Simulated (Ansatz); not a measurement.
## KAl3, from a guessed structure to a relaxed one

Starting from a made-up structure for KAl3, the aim is the relaxed cell, its shortest contacts and, where a second run follows, its electronic structure.

Main program and level: Ansatz 0.2.0; DFT, r2SCAN, plane-wave PAW, files of the set soft_1, scalar-relativistic, no spin, cell and ions relaxed at zero pressure; PAW set soft_1, in the first sound run; inputs show where later runs differ.

### Step 1. Starting point

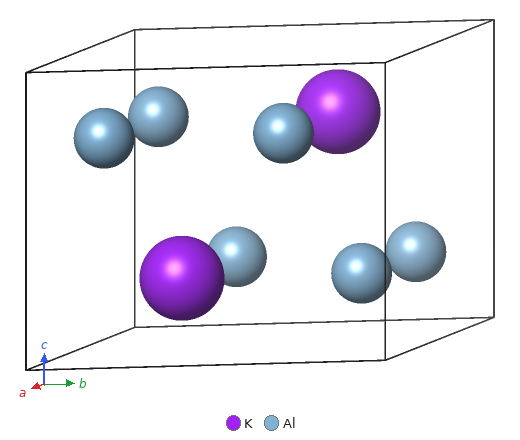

Start, viewed slightly off an axis; potassium purple, aluminium light blue.

Structure file:

```cif
data_structure
_symmetry_space_group_name_H-M 'P 1'
_symmetry_Int_Tables_number 1
_cell_length_a 6.4860
_cell_length_b 6.4860
_cell_length_c 5.2790
_cell_angle_alpha 90.000
_cell_angle_beta 90.000
_cell_angle_gamma 120.000
_cell_volume 192.33
loop_
_atom_site_label
_atom_site_type_symbol
_atom_site_fract_x
_atom_site_fract_y
_atom_site_fract_z
_atom_site_occupancy
K1 K 0.33333 0.66667 0.75000 1
K2 K 0.66667 0.33333 0.25000 1
Al3 Al 0.16690 0.83310 0.25000 1
Al4 Al 0.83310 0.66620 0.75000 1
Al5 Al 0.33380 0.16690 0.75000 1
Al6 Al 0.83310 0.16690 0.75000 1
Al7 Al 0.16690 0.33380 0.25000 1
Al8 Al 0.66620 0.83310 0.25000 1
```

### Step 2. Relaxation of the guess

The guessed cell has no reason to be at equilibrium. It is relaxed with the atoms, within the space group of the guess.

File input.yaml:

```yaml
crystal:
  lattice:
    - [6.486, 0.0, 0.0]
    - [-3.243, 5.617040769, 0.0]
    - [0.0, 0.0, 5.279]
  atoms:
    - { symbol: K, position: [0.333333333, 0.666666667, 0.75] }
    - { symbol: K, position: [0.666666667, 0.333333333, 0.25] }
    - { symbol: Al, position: [0.1669, 0.8331, 0.25] }
    - { symbol: Al, position: [0.8331, 0.6662, 0.75] }
    - { symbol: Al, position: [0.3338, 0.1669, 0.75] }
    - { symbol: Al, position: [0.8331, 0.1669, 0.75] }
    - { symbol: Al, position: [0.1669, 0.3338, 0.25] }
    - { symbol: Al, position: [0.6662, 0.8331, 0.25] }
kpoints:
  mp_grid: { grid: [5, 5, 5] }
scf:
  occupations: { method: fermi_dirac, width: 0.05 }
hamiltonian:
  xc: r2scan
  pseudopotentials: { kind: paw, azcp: { folder: soft_1 } }
relax:
  f_tol: 0.015
  max_steps: 70
  cell: {}
output:
  forces: true
  stress: true
```

On the command line:

```
$ ansatz run input.yaml --threads 4 --pin off --max-ram 10240MiB --backend cpu --events-out ev --progress --plain --runs-dir out
```

Numbers of over 12 decimals in the logs are rounded to 6 here.

The log of the run:

```text
Engine: ansatz 0.2.0, aarch64-unknown-linux-gnu
Pseudopotentials: kind: paw
Pseudopotential: K, paw, valence charge 9, recommended cutoff 500 eV (meta_gga), soft_1/K.paw.azcp
Pseudopotential: Al, paw, valence charge 3, recommended cutoff 500 eV (meta_gga), soft_1/Al.paw.azcp
Functional definition: r2SCAN
  parameter k0 = 0.174
  parameter k1 = 0.065
  parameter a1 = 4.9479
  exchange = r2scan_x(k0 = k0, k1 = k1, a1 = a1)
  correlation = r2scan_c
Crystal: 8 atoms, lattice volume = 192.325 Å³
Basis set: ecut = 500 eV, 4969 PW (Γ), exchange–correlation on 192×192×160 points (64 copies of the dense FFT grid, shifted against one another)
Bands: 26, of which v1, the nominal top of the filled ones, is band 18 counted from 1 (17 counted from 0)
Symmetry: 24 space group operations
Space group: P63/mmc (ITA 194), of the structure as read, at distance tolerance 5.8e-5 Å
k-points: 15 of 125
Non-local potential: K, projectors of the file, l = 0: 3, l = 1: 2, l = 2: 2
Non-local potential: Al, projectors of the file, l = 0: 2, l = 1: 2, l = 2: 1
PAW form: soft (Blöchl's): semilocal exchange-correlation on the pseudo side does not see the compensation charge
PAW frozen core: K, regenerated for the run's functional (the file was generated under x = pbe(κ = 0.804, μ = 0.219515), c = pbe(β = 0.066725))
PAW frozen core: Al, regenerated for the run's functional (the file was generated under x = pbe(κ = 0.804, μ = 0.219515), c = pbe(β = 0.066725))
PAW one-centre angular grid: K, 302 points (default); XC on 160 Gauss nodes
PAW one-centre angular grid: Al, 302 points (default); XC on 160 Gauss nodes
Initial density: superposition of atomic densities (chi_scale 0.1, normalization cell, long waves kept (reshape's long-wave potential 0.00 eV rms))
Initial wavefunctions: pseudopotential atomic-orbital guess
Functional: x = r2scan, c = r2scan; τ floored in thin density (d = 2e-4 eV/Å³)
SCF iter   1: F=—  HF=-6323.419333 eV  |F-HF|=—  |Δ(HF+E_count)|=         —  Δρ=1.80e-2  dr2=1.32e0  dr2_τ=2.03e-2  ethr=3.10e-3  ⟨swp⟩=8.5  Hψ=2181  notcnv=0  defer=1
preconditioner: auto → Resta (q_TF=auto, 2.063 Å⁻¹)  ε∞=3.4  [insulator: Δε(μ)=0.165 eV  Ē_g=9.806 eV  σ=0.050 eV  W_gap=0.51  n_scr=26 (ndim 8)  ℏωp=15.1 eV  f_vac=0.000  D(μ)=2.81/eV (n_scr^D=8)  ε∞_Penn≈3.4]
SCF iter   2: F=—  HF=-6323.292502 eV  |F-HF|=—  |Δ(HF+E_count)|=   1.27e-1  Δρ=1.02e-2  dr2=3.24e-1  dr2_τ=2.40e-3  ethr=3.10e-3  ⟨swp⟩=2.6  Hψ=667  notcnv=0  defer=17
preconditioner: auto → Kerker (q_TF=auto, 2.063 Å⁻¹)  [metal: Δε(μ)=0.121 eV  Ē_g=9.644 eV  σ=0.050 eV  W_gap=0.45  n_scr=26 (ndim 8)  ℏωp=15.1 eV  f_vac=0.000  D(μ)=3.16/eV (n_scr^D=20)]
SCF iter   3: F=—  HF=-6323.245270 eV  |F-HF|=—  |Δ(HF+E_count)|=   4.72e-2  Δρ=2.65e-3  dr2=2.63e-2  dr2_τ=1.99e-4  ethr=9.01e-4  ⟨swp⟩=3.1  Hψ=647  notcnv=0  defer=17
SCF iter   4: F=—  HF=-6323.240821 eV  |F-HF|=—  |Δ(HF+E_count)|=   4.45e-3  Δρ=2.85e-4  dr2=2.10e-4  dr2_τ=6.70e-5  ethr=7.29e-5  ⟨swp⟩=2.0  Hψ=586  notcnv=0  defer=17
SCF iter   5: F=—  HF=-6323.241022 eV  |F-HF|=—  |Δ(HF+E_count)|=   2.01e-4  Δρ=1.24e-4  dr2=5.13e-5  dr2_τ=3.24e-7  ethr=5.83e-7  ⟨swp⟩=2.0  Hψ=526  notcnv=0  defer=17
SCF iter   6: F=—  HF=-6323.241098 eV  |F-HF|=—  |Δ(HF+E_count)|=   7.57e-5  Δρ=2.53e-5  dr2=1.14e-6  dr2_τ=9.26e-8  ethr=1.42e-7  ⟨swp⟩=2.4  Hψ=632  notcnv=0  defer=16
SCF iter   7: F=—  HF=-6323.241100 eV  |F-HF|=—  |Δ(HF+E_count)|=   1.94e-6  Δρ=5.95e-6  dr2=1.05e-7  dr2_τ=2.98e-9  ethr=2.78e-10  ⟨swp⟩=5.0  Hψ=1315  notcnv=0
SCF iter   8: F=-6323.241100 eV  HF=-6323.241100 eV  |F-HF|=1.68e-8  |Δ(HF+E_count)|=   1.21e-7  Δρ=1.92e-6  dr2=9.71e-9  dr2_τ=1.26e-10  ethr=2.78e-10  ⟨swp⟩=4.0  Hψ=1149  notcnv=0
SCF 1 converged in 8 iterations: F = -6323.241100 eV  dr2 = 9.71e-9
  greatest PAW one-centre occupation: 0.990 electrons in one spin orbital (limit 2), on the K atom at site 1 (counted from 0), in its partial waves of l = 0
relax step   1: F+E_penalty+E_count = -6323.24110006 eV  Δ(F+E_penalty+E_count) = +0.000e0 eV  max|allowed force component| = 5.231e-1 eV/Å  Δτ_max = 0.0000 Å  P = -1.830 GPa  Ω = 192.325 Å³  (8 SCF iters, dr2 threshold 1.00e-7 eV, accepted)
Crystal: 8 atoms, lattice volume = 183.673 Å³
Basis set: ecut = 500 eV, 4669 PW (Γ), exchange–correlation on 192×192×160 points (64 copies of the dense FFT grid, shifted against one another)
Initial density: handed on by an earlier stage of this run
Initial wavefunctions: those handed on with the density
iter 1 solved again at ethr=6.50e-5 eV; its pass at ethr=3.10e-3 eV (dr2=2.34e-2 eV) is discarded
SCF iter   1: F=—  HF=-6323.770132 eV  |F-HF|=—  |Δ(HF+E_count)|=         —  Δρ=2.40e-3  dr2=2.41e-2  dr2_τ=4.36e-2  ethr=6.50e-5  ⟨swp⟩=2.1  Hψ=2713  notcnv=0
preconditioner: auto → Kerker (q_TF=auto, 2.079 Å⁻¹)  [metal: Δε(μ)=0.099 eV  Ē_g=9.680 eV  σ=0.050 eV  W_gap=0.46  n_scr=26 (ndim 8)  ℏωp=15.5 eV  f_vac=0.000  D(μ)=2.16/eV (n_scr^D=8)]
SCF iter   2: F=—  HF=-6323.784552 eV  |F-HF|=—  |Δ(HF+E_count)|=   1.44e-2  Δρ=1.81e-3  dr2=1.41e-2  dr2_τ=3.90e-5  ethr=6.50e-5  ⟨swp⟩=2.0  Hψ=780  notcnv=0
SCF iter   3: F=—  HF=-6323.783472 eV  |F-HF|=—  |Δ(HF+E_count)|=   1.08e-3  Δρ=3.70e-4  dr2=2.80e-4  dr2_τ=7.65e-5  ethr=3.93e-5  ⟨swp⟩=2.0  Hψ=615  notcnv=0
SCF iter   4: F=—  HF=-6323.784245 eV  |F-HF|=—  |Δ(HF+E_count)|=   7.74e-4  Δρ=2.41e-4  dr2=1.15e-4  dr2_τ=2.81e-6  ethr=7.77e-7  ⟨swp⟩=2.1  Hψ=628  notcnv=0
SCF iter   5: F=—  HF=-6323.784435 eV  |F-HF|=—  |Δ(HF+E_count)|=   1.90e-4  Δρ=6.83e-5  dr2=7.48e-6  dr2_τ=5.35e-7  ethr=3.18e-7  ⟨swp⟩=2.0  Hψ=668  notcnv=0
SCF iter   6: F=—  HF=-6323.784444 eV  |F-HF|=—  |Δ(HF+E_count)|=   8.78e-6  Δρ=1.87e-5  dr2=1.05e-6  dr2_τ=7.29e-8  ethr=2.08e-8  ⟨swp⟩=2.0  Hψ=633  notcnv=0
SCF iter   7: F=-6323.784445 eV  HF=-6323.784445 eV  |F-HF|=1.29e-7  |Δ(HF+E_count)|=   1.67e-6  Δρ=6.09e-6  dr2=1.03e-7  dr2_τ=1.82e-9  ethr=2.22e-9  ⟨swp⟩=4.0  Hψ=1152  notcnv=0
SCF 2 converged in 7 iterations: F = -6323.784445 eV  dr2 = 1.03e-7
relax step   2: F+E_penalty+E_count = -6323.78444547 eV  Δ(F+E_penalty+E_count) = -5.433e-1 eV  max|allowed force component| = 5.095e-1 eV/Å  Δτ_max = 0.1002 Å  P = -0.321 GPa  Ω = 183.673 Å³  energy of the carried Pulay correction = +6.222e-4 eV  (7 SCF iters, dr2 threshold 8.00e-7 eV, accepted)
Crystal: 8 atoms, lattice volume = 181.154 Å³
Basis set: ecut = 500 eV, 4589 PW (Γ), exchange–correlation on 192×192×160 points (64 copies of the dense FFT grid, shifted against one another)
iter 1 solved again at ethr=1.38e-3 eV; its pass at ethr=3.10e-3 eV (dr2=4.98e-1 eV) is discarded
[...]
SCF iter   6: F=—  HF=-6324.560259 eV  |F-HF|=—  |Δ(HF+E_count)|=   8.02e-6  Δρ=1.96e-5  dr2=1.03e-6  dr2_τ=1.50e-7  ethr=5.29e-8  ⟨swp⟩=2.5  Hψ=611  notcnv=0  defer=5
SCF iter   7: F=-6324.560260 eV  HF=-6324.560260 eV  |F-HF|=4.16e-9  |Δ(HF+E_count)|=   6.29e-7  Δρ=5.56e-6  dr2=1.06e-7  dr2_τ=3.43e-9  ethr=2.22e-9  ⟨swp⟩=4.0  Hψ=1236  notcnv=0
SCF 3 converged in 7 iterations: F = -6324.560260 eV  dr2 = 1.06e-7
relax step   3: F+E_penalty+E_count = -6324.56025957 eV  Δ(F+E_penalty+E_count) = -7.758e-1 eV  max|allowed force component| = 1.849e-1 eV/Å  Δτ_max = 0.1932 Å  P = +2.879 GPa  Ω = 181.154 Å³  energy of the carried Pulay correction = +8.126e-4 eV  (7 SCF iters, dr2 threshold 8.00e-7 eV, accepted)
[... from here on, the SCF cycles and remarks between the steps are left out ...]
relax step   4: F+E_penalty+E_count = -6325.17703635 eV  Δ(F+E_penalty+E_count) = -6.168e-1 eV  max|allowed force component| = 6.995e-1 eV/Å  Δτ_max = 0.1582 Å  P = +5.404 GPa  Ω = 188.153 Å³  energy of the carried Pulay correction = +2.941e-4 eV  (7 SCF iters, dr2 threshold 8.00e-7 eV, accepted)
relax step   5: F+E_penalty+E_count = -6325.70839133 eV  Δ(F+E_penalty+E_count) = -5.314e-1 eV  max|allowed force component| = 5.288e-2 eV/Å  Δτ_max = 0.0111 Å  P = +1.784 GPa  Ω = 203.447 Å³  energy of the carried Pulay correction = -7.344e-4 eV  (5 SCF iters, dr2 threshold 8.00e-7 eV, accepted)
relax step   6: F+E_penalty+E_count = -6325.89658763 eV  Δ(F+E_penalty+E_count) = -1.882e-1 eV  max|allowed force component| = 9.635e-2 eV/Å  Δτ_max = 0.0676 Å  P = +0.435 GPa  Ω = 221.672 Å³  energy of the carried Pulay correction = -1.803e-3 eV  (6 SCF iters, dr2 threshold 8.00e-7 eV, accepted)
relax step   7: F+E_penalty+E_count = -6325.91001759 eV  Δ(F+E_penalty+E_count) = -1.343e-2 eV  max|allowed force component| = 8.332e-3 eV/Å  Δτ_max = 0.0137 Å  P = +0.431 GPa  Ω = 226.254 Å³  energy of the carried Pulay correction = -2.049e-3 eV  (6 SCF iters, dr2 threshold 8.00e-7 eV, accepted)
relax step   8: F+E_penalty+E_count = -6325.91873379 eV  Δ(F+E_penalty+E_count) = -8.716e-3 eV  max|allowed force component| = 2.685e-2 eV/Å  Δτ_max = 0.0017 Å  P = -0.152 GPa  Ω = 229.006 Å³  energy of the carried Pulay correction = -2.193e-3 eV  (6 SCF iters, dr2 threshold 8.00e-7 eV, accepted)
relax step   9: F+E_penalty+E_count = -6325.91931398 eV  Δ(F+E_penalty+E_count) = -5.802e-4 eV  max|allowed force component| = 2.058e-3 eV/Å  Δτ_max = 0.0016 Å  P = +0.001 GPa  Ω = 228.247 Å³  energy of the carried Pulay correction = -2.154e-3 eV  (5 SCF iters, dr2 threshold 1.12e-7 eV, accepted)
relax step  10: F+E_penalty+E_count = -6325.92607426 eV  Δ(F+E_penalty+E_count) = -6.760e-3 eV  max|allowed force component| = 3.349e-3 eV/Å  Δτ_max = 0.0000 Å  P = +0.030 GPa  Ω = 228.247 Å³  stress off target by 5.20e-2 GPa  SCF on the basis re-selected at this cell (its energy is not comparable with the rows above)  (6 SCF iters)
relax step  11: F+E_penalty+E_count = -6325.92612767 eV  Δ(F+E_penalty+E_count) = -5.341e-5 eV  max|allowed force component| = 6.106e-4 eV/Å  Δτ_max = 0.0010 Å  P = +0.001 GPa  Ω = 228.693 Å³  energy of the carried Pulay correction = -1.977e-5 eV  (5 SCF iters, dr2 threshold 6.76e-9 eV, accepted)
iter 1 solved again at ethr=1.27e-6 eV; its pass at ethr=3.10e-3 eV (dr2=4.59e-4 eV) is discarded
SCF iter   1: F=—  HF=-6325.926237 eV  |F-HF|=—  |Δ(HF+E_count)|=         —  Δρ=2.46e-6  dr2=4.29e-9  dr2_τ=3.44e-9  ethr=1.27e-6  ⟨swp⟩=3.1  Hψ=3306  notcnv=0
eigensolver tolerance schedule: the retry pair's looser diagonalisation over-reported the residual by 106871.71 of it (diagonalisation noise at an unbounded share of the residual, at the tolerance the schedule requests for it); recorded, not acted on — ethr = c·dr2/N_el stays at c = 1.0e-1
preconditioner: auto → Kerker (q_TF=auto, 2.005 Å⁻¹)  [metal: Δε(μ)=0.023 eV  Ē_g=5.835 eV  σ=0.050 eV  W_gap=0.11  n_scr=32 (ndim 8)  ℏωp=11.0 eV  f_vac=0.000  D(μ)=6.09/eV (n_scr^D=44)]
SCF iter   2: F=—  HF=-6325.926152 eV  |F-HF|=—  |Δ(HF+E_count)|=   8.54e-5  Δρ=1.27e-6  dr2=2.41e-9  dr2_τ=5.01e-10  ethr=1.19e-11  ⟨swp⟩=3.5  Hψ=943  notcnv=0
SCF iter   3: F=—  HF=-6325.926152 eV  |F-HF|=—  |Δ(HF+E_count)|=   2.83e-8  Δρ=3.02e-7  dr2=3.84e-10  dr2_τ=3.38e-11  ethr=6.68e-12  ⟨swp⟩=2.0  Hψ=628  notcnv=0
SCF iter   4: F=-6325.926152 eV  HF=-6325.926152 eV  |F-HF|=1.15e-10  |Δ(HF+E_count)|=  1.07e-10  Δρ=1.05e-7  dr2=3.30e-11  dr2_τ=2.61e-12  ethr=1.00e-12  ⟨swp⟩=3.0  Hψ=1581  notcnv=0
SCF 12 converged in 4 iterations: F = -6325.926152 eV  dr2 = 3.30e-11
relax step  12: F+E_penalty+E_count = -6325.92615156 eV  Δ(F+E_penalty+E_count) = -2.389e-5 eV  max|allowed force component| = 6.182e-4 eV/Å  Δτ_max = 0.0000 Å  P = +0.001 GPa  Ω = 228.693 Å³  stress off target by 7.06e-3 GPa  SCF on the basis re-selected at this cell (its energy is not comparable with the rows above)  (4 SCF iters)
basis re-selected at this cell: Δ(F+E_penalty+E_count) = -2.389e-5 eV, ΔP = +0.000 GPa vs the last step (what re-selecting the basis moved, of the pressure what is left beyond the Pulay correction that the steps carried, after the strain that the cell walked since its last selection, with what the two solves' SCF thresholds leave and, on support functions, any second-order correction that the steps lacked; it is no m [...]
SCF converged after 4 iterations
Free energy (F): -6325.926152 eV
Harris-Foulkes:  -6325.926152 eV  (|F-HF|=1.15e-10)
Internal energy: -6325.879496 eV  (E = F + TS)
E sigma→0 (E₀):  -6325.902824 eV
Entropy (-TS):   -0.046656 eV (-5.832 meV/atom)
Fermi energy:    4.129230 eV
--- Per-component energies (eV) ---
  E_band       = -235.173639
  E_kinetic    = 634.025161
  E_local      = -1368.936381  (includes V_loc(G=0)·N_el)
  E_nonlocal   = 85.604361
  E_hartree    = 502.808494
  E_xc         = -470.031217
  E_vxc        = -548.927699  (∫ρ·V_xc dr)
  E_paw        = -4425.843339  (= ΣΔE_a)
  E_vpaw       = -71.388418  (= ΣTr[D̂ρ^β])
  E_aug_tail   = -0.000001  (compensation charges beyond the density's cutoff)
  E_vtau       = 28.832268  (kinetic-family band-sum trace: ∫τ·v_τ [+ j·A + Jᵃ·Aᵃ] dr)
  E_ewald      = -1282.753554
  E_core_change = -0.753019  (= ΣΔE_core)
  E_smearing   = -0.046656  (= −TS)
  E_closure    = 0.000000  (closes the sum)
  Σ components = -6325.926152   (vs F -6325.926152, Δ=0.00e0)
--- Forces (eV/Å), atoms counted from 1 ---
  atom   1  K     -0.00000000    -0.00000000     0.00000000
  atom   2  K     -0.00000000     0.00000000     0.00000000
  atom   3  Al     0.00053538    -0.00030910     0.00000000
  atom   4  Al     0.00000000    -0.00061820     0.00000000
  atom   5  Al     0.00053538     0.00030910     0.00000000
  atom   6  Al    -0.00053538     0.00030910     0.00000000
  atom   7  Al     0.00000000     0.00061820     0.00000000
  atom   8  Al    -0.00053538    -0.00030910     0.00000000
  max |Σ_I F_I| component: 9.22e-18 eV/Å
--- Stress (GPa, compression-positive) ---
        0.005429       0.000000       0.000000
        0.000000       0.005429       0.000000
        0.000000       0.000000      -0.007064
  P = ⅓ Tr σ = 0.0013 GPa (0.013 kbar)
--- Relaxed structure (10 steps of the walk, 10 accepted, 2 SCFs on fresh bases) ---
  F+E_penalty+E_count = -6325.92615156 eV   max|allowed force component| = 6.182e-4 eV/Å   (the final SCF, on the basis selected at the relaxed cell)
  cell:  # Å, volume = 228.6933 Å³
    - [7.723326, 0, 0.0]
    - [-3.861663, 6.688597, 0.0]
    - [0.0, 0.0, 4.427046]
  atoms:
    - { symbol: K, position: [0.333333, 0.666667, 0.75] }
    - { symbol: K, position: [0.666667, 0.333333, 0.250000] }
    - { symbol: Al, position: [0.120367, 0.879633, 0.250000] }
    - { symbol: Al, position: [0.879633, 0.759266, 0.75] }
    - { symbol: Al, position: [0.240734, 0.120367, 0.75] }
    - { symbol: Al, position: [0.879633, 0.120367, 0.75] }
    - { symbol: Al, position: [0.120367, 0.240734, 0.250000] }
    - { symbol: Al, position: [0.759266, 0.879633, 0.250000] }
```

Elapsed: 61 s, on 4 threads of Arm Neoverse N1, shared host; peak memory 1.1 GiB; 3.9 min of CPU time.

Step by step:

```csv
step,energy less that of the first step (eV),largest force component (eV/Å),pressure (GPa),volume (Å³)
1,0.0000,0.5231,-1.83,192.33
2,-0.5433,0.5095,-0.32,183.67
3,-1.3192,0.1849,2.88,181.15
4,-1.9359,0.6995,5.40,188.15
5,-2.4673,0.0529,1.78,203.45
6,-2.6555,0.0963,0.43,221.67
7,-2.6689,0.0083,0.43,226.25
8,-2.6776,0.0268,-0.15,229.01
9,-2.6782,0.0021,0.00,228.25
10*,-2.6850,0.0033,0.03,228.25
11,-2.6850,0.0006,0.00,228.69
12*,-2.6851,0.0006,0.00,228.69
```

Relaxation steps marked * repeat the geometry before them on a plane-wave basis chosen anew for their cell, so energy and pressure can jump there.

The run keeps the 24 symmetry operations that it works with, so distortions that break them were not tested.

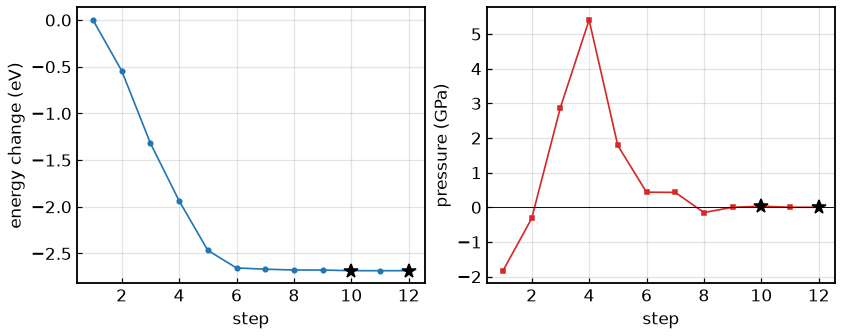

Energy and pressure along the relaxation. Stars mark steps on a basis chosen anew.

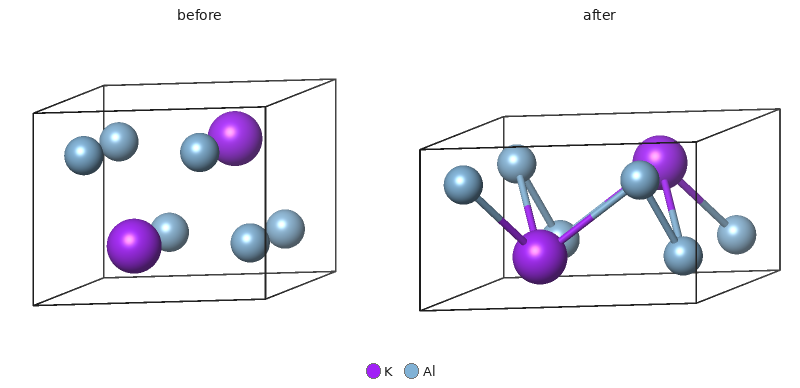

The structure before and after the relaxation, drawn at the same scale.

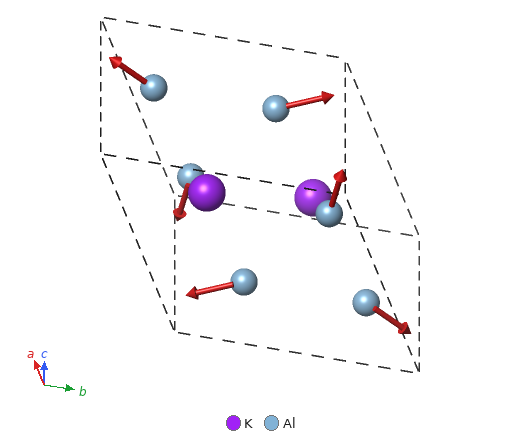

Displacements in the relaxation, exaggerated, measured against the changing cell; the longest in the cell stands for 0.62 Å.

```csv
cell as run,before,after,change
a (Å),6.486,7.723,+19.1 %
b (Å),6.486,7.723,+19.1 %
c (Å),5.279,4.427,-16.1 %
volume (Å³/atom),24.04,28.59,+18.9 %
```

The atoms that moved most (Å, as changes of fractional coordinates times the final cell):

```csv
atom,dx,dy,dz,length
Al6,0.539,-0.311,0.000,0.622
Al3,-0.539,0.311,0.000,0.622
Al5,-0.539,-0.311,0.000,0.622
Al4,0.000,0.622,0.000,0.622
Al7,0.000,-0.622,0.000,0.622
Al8,0.539,0.311,0.000,0.622
```

Numbers from this step:

```yaml
free_energy: -6325.9262 eV
energy_at_zero_smearing: -6325.9028 eV
smearing_term_ts: 0.04666 eV
fermi_energy: 4.129 eV
electrons: 36
symmetry_operations: 24
pressure: 0.001265 GPa
```

The shortest distance of each pair, which need not be the same contact before and after:

```csv
pair,guess (Å),relaxed (Å)
Al–Al,3.238,2.737
Al–K,3.235,3.608
K–K,4.581,4.427
```

The relaxation ends with a largest force component of 6.2e-4 eV/Å and a pressure of 0.00 GPa.

(Part 1 of 2 ends here.)

[Logs are printed without paths, hosts, clocks, repeated set-up lines and the standing remarks that a program may print on its own settings, such as how far it seeks lower states.]

[Hosts, paths, dates, database ids (printed as entryN), source tags and the programs' standing remarks are cut or masked in the printed files.]
